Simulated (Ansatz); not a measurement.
Band structure of Sr (P6_3/mmc, 2 atoms in the cell).

```yaml
crystal:
  lattice:
    - [4.25862, 0.00000, 0.00000]
    - [-2.12931, 3.68807, 0.00000]
    - [0.00000, 0.00000, 6.97482]
  atoms:
    - { symbol: Sr, position: [0.33333, 0.66667, 0.25000] }
    - { symbol: Sr, position: [0.66667, 0.33333, 0.75000] }
```

Method: PBEsol, PAW files made with PBE (plane waves; Ansatz, a program for electronic structure).

Settings: kpoints.mp_grid.grid = 12 12 7; hamiltonian.xc = pbesol; hamiltonian.pseudopotentials = {kind: paw} (the program's default PAW files); scf.occupations.method = gaussian; scf.occupations.width = 0.272 eV; kpoints.band_path.npoints = 8.

The starting cell comes from a database of computed structures (which also holds hypothetical and non-ambient phases and stackings), without a prior relaxation at this level. Its lattice was rescaled by a random factor within 2.5 % of one.

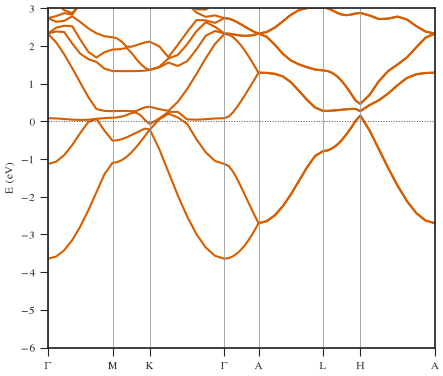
Fig. 1. Bands along the path, energies from the Fermi level.

Levels in eV from the Fermi level, bands 7 to 14:
| point | 7 | 8 | 9 | 10 | 11 | 12 | 13 | 14 |
|---|---|---|---|---|---|---|---|---|
| Γ | -18.38 | -18.38 | -3.64 | -1.13 | 0.08 | 2.32 | 2.33 | 2.33 |
| M | -18.42 | -18.41 | -1.10 | -0.51 | 0.10 | 0.27 | 1.33 | 1.90 |
| K | -18.45 | -18.45 | -0.22 | -0.22 | -0.07 | 0.39 | 1.36 | 1.36 |
| A | -18.39 | -18.39 | -2.70 | -2.70 | 1.29 | 1.29 | 2.33 | 2.33 |
| L | -18.43 | -18.43 | -0.79 | -0.79 | 0.28 | 0.28 | 1.35 | 1.35 |
| H | -18.42 | -18.42 | 0.15 | 0.15 | 0.27 | 0.27 | 0.46 | 0.46 |

Bands cross the Fermi level along this path, so the cell is metallic at this level.

Keys are those of Ansatz 0.2.
